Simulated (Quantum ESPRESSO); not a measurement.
**The valence band of H5C3 as photoemission sees it**

Aim: the valence spectrum of H5C3 from He I to hard X-rays, and which orbitals make each feature.

Calculated with Quantum ESPRESSO 7.5; DFT, LDA, plane waves, ultrasoft GBRV pseudopotentials, scalar-relativistic, in the first sound run; inputs show where later runs differ.

## Step 1: Starting point

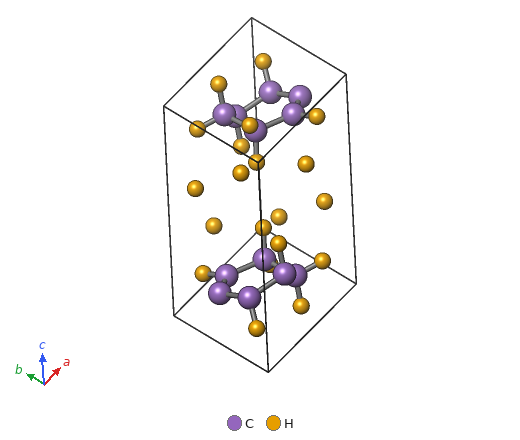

The starting structure, seen slightly off an axis (carbon purple, hydrogen orange). Bonds to atoms that aren't drawn are left out.

## Step 2: The base run: self-consistent run

First the self-consistent run; potential, DOS and bands follow from it in later steps.

scf.in

```
&control
  calculation = 'scf'
  prefix = 'pes'
  outdir = './tmp'
  pseudo_dir = './pp'
  tprnfor = .true.
  tstress = .true.
/
&system
  ibrav = 0
  nat = 32
  ntyp = 2
  ecutwfc = 40.0
  ecutrho = 200.0
  occupations = 'smearing'
  nbnd = 74
  smearing = 'fd'
  degauss = 0.00367
/
&electrons
  conv_thr = 1.9e-07
  mixing_beta = 0.5
  electron_maxstep = 120
/
ATOMIC_SPECIES
C 12.0110 c_lda_v1.2.uspp.F.UPF
H 1.0080 h_lda_v1.4.uspp.F.UPF
CELL_PARAMETERS angstrom
 6.338450000 0.000000000 0.000000000
 3.038824015 5.628896065 0.000000000
 2.452150157 0.255178670 7.080709641
ATOMIC_POSITIONS crystal
C 0.571000000 0.585800000 0.753600000
C 0.429000000 0.414200000 0.246400000
C 0.489800000 0.834800000 0.798000000
C 0.510200000 0.165200000 0.202000000
C 0.687900000 0.914600000 0.684800000
C 0.312100000 0.085400000 0.315200000
C 0.931200000 0.763900000 0.736400000
C 0.068800000 0.236100000 0.263600000
C 0.992300000 0.505800000 0.759200000
C 0.007700000 0.494200000 0.240800000
C 0.830400000 0.425300000 0.765900000
C 0.169600000 0.574700000 0.234100000
H 0.557100000 0.576300000 0.611600000
H 0.442900000 0.423700000 0.388400000
H 0.442800000 0.516100000 0.851800000
H 0.557200000 0.483900000 0.148200000
H 0.311600000 0.956400000 0.770500000
H 0.688400000 0.043600000 0.229500000
H 0.459100000 0.849200000 0.951800000
H 0.540900000 0.150800000 0.048200000
H 0.720200000 0.898400000 0.531800000
H 0.279800000 0.101600000 0.468200000
H 0.623800000 0.105600000 0.701500000
H 0.376200000 0.894400000 0.298500000
H 0.088500000 0.787000000 0.626700000
H 0.911500000 0.213000000 0.373300000
H 0.928500000 0.824400000 0.868000000
H 0.071500000 0.175600000 0.132000000
H 0.183000000 0.377600000 0.771400000
H 0.817000000 0.622400000 0.228600000
H 0.893600000 0.234800000 0.780200000
H 0.106400000 0.765200000 0.219800000
K_POINTS automatic
6 6 4 0 0 0
```

The run is started by

```bash
$ OMP_NUM_THREADS=1 mpirun -n 4 pw.x -nk 4 -in scf.in > scf.out
```

The program printed:

```text
Program PWSCF v.7.5 starts

     This program is part of the open-source Quantum ESPRESSO suite
     for quantum simulation of materials; please cite
         "P. Giannozzi et al., J. Phys.:Condens. Matter 21 395502 (2009);
         "P. Giannozzi et al., J. Phys.:Condens. Matter 29 465901 (2017);
         "P. Giannozzi et al., J. Chem. Phys. 152 154105 (2020);
          URL
     in publications or presentations arising from this work. More details at

     Parallel version (MPI & OpenMP), running on       4 processor cores
     Number of MPI processes:                 4
     Threads/MPI process:                     1

     MPI processes distributed on     1 nodes
     38717 MiB available memory on the printing compute node when the environment starts

     Current dimensions of program PWSCF are:
     Max number of different atomic species (ntypx) = 10
     Max number of k-points (npk) =  40000
     Max angular momentum in pseudopotentials (lmaxx) =  4
     Message from routine setup:
     using ibrav=0 with symmetry is DISCOURAGED, use correct ibrav instead

     K-points division:     npool     =       4
     Subspace diagonalization in iterative solution of the eigenvalue problem:
     a serial algorithm will be used

     G-vector sticks info
     --------------------
     sticks:   dense  smooth     PW     G-vecs:    dense   smooth      PW
     Sum        2021    1625    477                81369    58287    9171

     Using Slab Decomposition

     bravais-lattice index     =            0
     lattice parameter (alat)  =      11.9779  a.u.
     unit-cell volume          =    1704.8245 (a.u.)^3
     number of atoms/cell      =           32
     number of atomic types    =            2
     number of electrons       =        68.00
     number of Kohn-Sham states=           74
     kinetic-energy cutoff     =      40.0000  Ry
     charge density cutoff     =     200.0000  Ry
     scf convergence threshold =      1.9E-07
     mixing beta               =       0.5000
     number of iterations used =            8  plain     mixing
     Exchange-correlation=  SLA  PZ   NOGX NOGC
                           (   1   1   0   0   0   0   0)

     celldm(1)=  11.977935  celldm(2)=   0.000000  celldm(3)=   0.000000
     celldm(4)=   0.000000  celldm(5)=   0.000000  celldm(6)=   0.000000

     crystal axes: (cart. coord. in units of alat)
               a(1) = (   1.000000   0.000000   0.000000 )
               a(2) = (   0.479427   0.888056   0.000000 )
               a(3) = (   0.386869   0.040259   1.117104 )

     reciprocal axes: (cart. coord. in units 2 pi/alat)
               b(1) = (  1.000000 -0.539861 -0.326858 )
               b(2) = (  0.000000  1.126056 -0.040581 )
               b(3) = (  0.000000  0.000000  0.895172 )

     PseudoPot. # 1 for C  read from file:
     ./pp/c_lda_v1.2.uspp.F.UPF
     Pseudo is Ultrasoft + core correction, Zval =  4.0
     Generated by new atomic code, or converted to UPF format
     Using radial grid of  721 points,  4 beta functions with:
                l(1) =   0
                l(2) =   0
                l(3) =   1
                l(4) =   1
     Q(r) pseudized with  8 coefficients,  rinner =    1.100   1.100   1.100

     PseudoPot. # 2 for H  read from file:
     ./pp/h_lda_v1.4.uspp.F.UPF
     Pseudo is Ultrasoft, Zval =  1.0
     Generated by new atomic code, or converted to UPF format
     Using radial grid of  615 points,  2 beta functions with:
                l(1) =   0
                l(2) =   0
     Q(r) pseudized with  8 coefficients,  rinner =    0.700

     atomic species   valence    mass     pseudopotential
     C                 4.00    12.01100     C ( 1.00)
     H                 1.00     1.00800     H ( 1.00)

      2 Sym. Ops., with inversion, found

   Cartesian axes

     site n.     atom                  positions (alat units)
         1        C      tau(   1) = (   1.1433929   0.5505620   0.8418498  )
         2        C      tau(   2) = (   0.7229032   0.3777524   0.2752545  )
         3        C      tau(   3) = (   1.1987472   0.7734754   0.8914492  )
         4        C      tau(   4) = (   0.6675489   0.1548391   0.2256551  )
         5        C      tau(   5) = (   1.3913119   0.8397849   0.7649930  )
         6        C      tau(   6) = (   0.4749842   0.0885295   0.3521113  )
         7        C      tau(   7) = (   1.5823247   0.7080323   0.8226356  )
         8        C      tau(   8) = (   0.2839714   0.2202822   0.2944687  )
         9        C      tau(   9) = (   1.5285052   0.4797430   0.8481056  )
        10        C      tau(  10) = (   0.3377909   0.4485714   0.2689987  )
        11        C      tau(  11) = (   1.3306033   0.4085243   0.8555902  )
        12        C      tau(  12) = (   0.5356927   0.5197902   0.2615141  )
        13        H      tau(  13) = (   1.0700029   0.5364088   0.6832210  )
        14        H      tau(  14) = (   0.7962932   0.3919057   0.4338833  )
        15        H      tau(  15) = (   1.0197673   0.4926180   0.9515494  )
        16        H      tau(  16) = (   0.8465287   0.4356965   0.1655549  )
        17        H      tau(  17) = (   1.0682066   0.8803558   0.8607288  )
        18        H      tau(  18) = (   0.7980895   0.0479586   0.2563754  )
        19        H      tau(  19) = (   1.2344514   0.7924552   1.0632599  )
        20        H      tau(  20) = (   0.6318447   0.1358593   0.0538444  )
        21        H      tau(  21) = (   1.3566542   0.8192388   0.5940761  )
        22        H      tau(  22) = (   0.5096419   0.1090756   0.5230282  )
        23        H      tau(  23) = (   0.9458161   0.1220203   0.7836487  )
        24        H      tau(  24) = (   0.9204799   0.8062942   0.3334556  )
        25        H      tau(  25) = (   0.7082599   0.7241300   0.7000893  )
        26        H      tau(  26) = (   1.1580362   0.2041845   0.4170150  )
        27        H      tau(  27) = (   1.6595420   0.7670577   0.9696465  )
        28        H      tau(  28) = (   0.2067541   0.1612567   0.1474578  )
        29        H      tau(  29) = (   0.6624624   0.3663855   0.8617342  )
        30        H      tau(  30) = (   1.2038336   0.5619290   0.2553700  )
        31        H      tau(  31) = (   1.3080047   0.2399254   0.8715648  )
        32        H      tau(  32) = (   0.5582914   0.6883890   0.2455395  )

     number of k points=    76  Fermi-Dirac smearing, width (Ry)=  0.0037
                       cart. coord. in units 2pi/alat
        k(    1) = (   0.0000000   0.0000000   0.0000000), wk =   0.0138889
[...]
k = 0.1667-0.2777-0.0477 (  7274 PWs)   bands (ev):

[...]
k = 0.1667-0.2777 0.1761 (  7280 PWs)   bands (ev):

[...]
k = 0.1667-0.2777-0.4953 (  7262 PWs)   bands (ev):

[...]
k = 0.1667-0.2777-0.2715 (  7265 PWs)   bands (ev):

[...]
k = 0.3333-0.1800-0.1090 (  7268 PWs)   bands (ev):

[...]
k = 0.3333-0.1800 0.1148 (  7287 PWs)   bands (ev):

[...]
k = 0.3333-0.1800-0.5565 (  7291 PWs)   bands (ev):

[...]
k = 0.3333-0.1800-0.3327 (  7285 PWs)   bands (ev):

[...]
k = 0.3333 0.0077-0.1157 (  7279 PWs)   bands (ev):

[...]
k = 0.3333 0.0077 0.1081 (  7290 PWs)   bands (ev):

[...]
k = 0.3333 0.0077-0.5633 (  7304 PWs)   bands (ev):

[...]
k = 0.3333 0.0077-0.3395 (  7289 PWs)   bands (ev):

[...]
k = 0.3333 0.1954-0.1225 (  7291 PWs)   bands (ev):

[...]
k = 0.3333 0.1954 0.1013 (  7287 PWs)   bands (ev):

[...]
k = 0.3333 0.1954-0.5701 (  7309 PWs)   bands (ev):

[...]
k = 0.3333 0.1954-0.3463 (  7285 PWs)   bands (ev):

[...]
k = 0.3333-0.7430-0.0887 (  7296 PWs)   bands (ev):

[...]
k = 0.3333-0.7430 0.1351 (  7283 PWs)   bands (ev):

[...]
k = 0.3333-0.7430-0.5362 (  7292 PWs)   bands (ev):

[...]
k = 0.3333-0.7430-0.3125 (  7304 PWs)   bands (ev):

[...]
k = 0.3333-0.5553-0.0954 (  7286 PWs)   bands (ev):

[...]
k = 0.3333-0.5553 0.1284 (  7279 PWs)   bands (ev):

[...]
k = 0.3333-0.5553-0.5430 (  7289 PWs)   bands (ev):

[...]
k = 0.3333-0.5553-0.3192 (  7301 PWs)   bands (ev):

[...]
k = 0.3333-0.3676-0.1022 (  7268 PWs)   bands (ev):

[...]
k = 0.3333-0.3676 0.1216 (  7291 PWs)   bands (ev):

[...]
k = 0.3333-0.3676-0.5498 (  7282 PWs)   bands (ev):

[...]
k = 0.3333-0.3676-0.3260 (  7261 PWs)   bands (ev):

[...]
k =-0.5000 0.2699 0.1634 (  7280 PWs)   bands (ev):

[...]
k =-0.5000 0.2699 0.3872 (  7281 PWs)   bands (ev):

[...]
k =-0.5000 0.2699-0.2842 (  7298 PWs)   bands (ev):

[...]
k =-0.5000 0.4576 0.1567 (  7287 PWs)   bands (ev):

[...]
k =-0.5000 0.4576 0.3805 (  7281 PWs)   bands (ev):

[...]
k =-0.5000 0.4576-0.2909 (  7287 PWs)   bands (ev):

[...]
k =-0.5000 0.4576-0.0671 (  7287 PWs)   bands (ev):

[...]
14.5716  14.7288

          k =-0.5000 0.6453 0.1499 (  7289 PWs)   bands (ev):

[...]
14.8682  14.9587

          k =-0.5000 0.6453 0.3737 (  7291 PWs)   bands (ev):

[...]
14.7063  14.7227

          k =-0.5000 0.6453-0.2977 (  7305 PWs)   bands (ev):

[...]
14.6434  14.7206

          k =-0.5000 0.6453-0.0739 (  7290 PWs)   bands (ev):

[...]
14.5866  14.7725

          k =-0.5000-0.2931 0.1837 (  7298 PWs)   bands (ev):

[...]
14.7960  14.9762

          k =-0.5000-0.2931 0.4075 (  7297 PWs)   bands (ev):

[...]
14.8500  14.9064

          k =-0.5000-0.2931-0.2639 (  7312 PWs)   bands (ev):

[...]
-8.8949  -8.7583  -6.7941  -6.6553  -6.5170  -6.4532  -5.2087  -5.0099
    -4.9282  -4.8306  -4.4526  -4.3668  -4.0299  -3.9109  -3.6900  -3.6147
    -3.5032  -3.1918  -2.2755  -2.1329  -1.9851  -1.8310  -1.5497  -1.4828
    -0.2455  -0.1811   4.8327   5.0088   5.4612   5.7707   6.3081   6.5226
     6.9488   7.1613   7.7521   8.1556   8.2371   8.2970   8.7104   8.7519
     9.2491   9.4808   9.5194   9.8727   9.9502  10.2875  10.6597  10.7393
    10.9546  11.8215  11.9973  12.1433  12.2790  12.3245  12.5650  12.7071
    12.9924  13.1123  13.4815  13.5511  13.6705  13.9266  14.4474  14.4905
    14.7609  14.9757

     the Fermi energy is     2.2288 ev

!    total energy              =    -161.42143908 Ry
     estimated scf accuracy    <       0.00000007 Ry
     smearing contrib. (-TS)   =       0.00000000 Ry
     internal energy E=F+TS    =    -161.42143908 Ry

     The total energy is F=E-TS. E is the sum of the following terms:
     one-electron contribution =    -111.41181960 Ry
     hartree contribution      =      77.02490516 Ry
     xc contribution           =     -57.07449877 Ry
     ewald contribution        =     -69.96002587 Ry

     convergence has been achieved in   8 iterations

     Forces acting on atoms (cartesian axes, Ry/au):

     atom    1 type  1   force =    -0.00361918   -0.03069005    0.01243097
     atom    2 type  1   force =     0.00361918    0.03069005   -0.01243097
     atom    3 type  1   force =     0.03474551    0.01294788    0.00551182
     atom    4 type  1   force =    -0.03474551   -0.01294788   -0.00551182
     atom    5 type  1   force =     0.00019391   -0.00059330   -0.00168929
     atom    6 type  1   force =    -0.00019391    0.00059330    0.00168929
     atom    7 type  1   force =     0.00600463   -0.00906933   -0.00646808
     atom    8 type  1   force =    -0.00600463    0.00906933    0.00646808
     atom    9 type  1   force =     0.01006888    0.00593589    0.00382240
     atom   10 type  1   force =    -0.01006888   -0.00593589   -0.00382240
     atom   11 type  1   force =     0.01202028    0.02758525   -0.00774285
     atom   12 type  1   force =    -0.01202028   -0.02758525    0.00774285
     atom   13 type  2   force =    -0.00028932    0.00253596   -0.00665643
     atom   14 type  2   force =     0.00028932   -0.00253596    0.00665643
     atom   15 type  2   force =    -0.00403158   -0.00075021    0.00389278
     atom   16 type  2   force =     0.00403158    0.00075021   -0.00389278
[...]
atom   25 type  2   force =    -0.00515444    0.00001522    0.00215087
     atom   26 type  2   force =     0.00515444   -0.00001522   -0.00215087
     atom   27 type  2   force =    -0.00357452   -0.00173988    0.00079101
     atom   28 type  2   force =     0.00357452    0.00173988   -0.00079101
     atom   29 type  2   force =    -0.01133676    0.00939960    0.00021808
     atom   30 type  2   force =     0.01133676   -0.00939960   -0.00021808
     atom   31 type  2   force =    -0.01152837   -0.02650034    0.00146601
     atom   32 type  2   force =     0.01152837    0.02650034   -0.00146601

     Total force =     0.109680     Total SCF correction =     0.000293

     Computing stress (Cartesian axis) and pressure

          total   stress  (Ry/bohr**3)                   (kbar)     P=       -6.94
  -0.00007332   0.00003598   0.00001112          -10.79        5.29        1.64
   0.00003598   0.00001524  -0.00000660            5.29        2.24       -0.97
   0.00001112  -0.00000660  -0.00008347            1.64       -0.97      -12.28

     XML data file, charge density, pseudopotentials, collected wavefunctions

     Called by init_run:

     Called by electrons:

     Called by c_bands:

     Called by *egterg:

     Called by h_psi:
                                        0.00s GPU  (     838 calls)

     General routines

     Parallel routines

=------------------------------------------------------------------------------=
   JOB DONE.
=------------------------------------------------------------------------------=
```

The job ended after 3.8 min (4 MPI ranks of Arm Neoverse V1, shared host).

Numbers from this step:

```
free energy       : -2196.2506 eV
Fermi energy      : 2.229 eV
pressure          : -0.6940 GPa
gap on the k-mesh : 4.290 eV
```

At this level the gap is 4.29 eV on the k-mesh of the self-consistent run, which can miss the band edges.

(Part 1 of 14 ends here.)

[Logs are printed without paths, hosts, clocks, repeated set-up lines and the standing remarks that a program may print on its own settings, such as how far it seeks lower states.]

[Hosts, paths, dates, database ids (printed as entryN), source tags and the programs' standing remarks are cut or masked in the printed files.]

[Maps of the electrostatic potential energy from Ansatz leave out the sawtooth potential of an applied field or a dipole correction, so their vacuum need not be flat; work functions include it.]

[Peak lists hold at most the 14 tallest peaks of each spectrum; further lines can be left out.]
